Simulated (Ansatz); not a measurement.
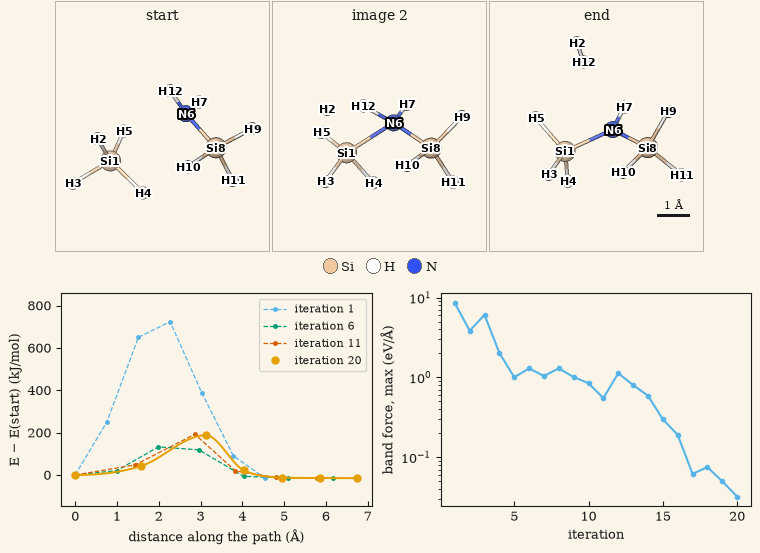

NEB run on Si$_{2}$NH$_{9}$, made up at the start of SiH4 and SiNH5. Images are numbered from 0 (start) to 6 (end). The plot follows the band through its iterations. A ball-and-stick model, seen at a tilt.

Method: Ansatz, RKS PBE0-D4/6-31G*. Settings: 5 movable images; climbing image; force threshold 0.05 eV/Å; iteration limit 60; starting path by straight interpolation.

**How did the profile develop, and is the result final?**

The run is converged, with reservations. The band converged in 20 iterations. The largest component of the band force went from 8.6 to 0.032 eV/Å. The climbing image converged on the top of the path. Its curvatures weren't checked. The straight starting path can push atoms close together and costs iterations. The first iteration put the highest image at 724.2 kJ/mol. The highest point, image 2, lies 187.8 kJ/mol above the start and 202.7 kJ/mol above the end; the end is at −14.9 kJ/mol relative to the start.

Limits of the set-up: the start holds two separate molecules, 2.8 Å apart at their closest, whose relative position is a soft coordinate.

Cost: 4.8 min on 1 thread of Arm Neoverse V2, with other jobs on the host, peak memory 0.14 GiB.
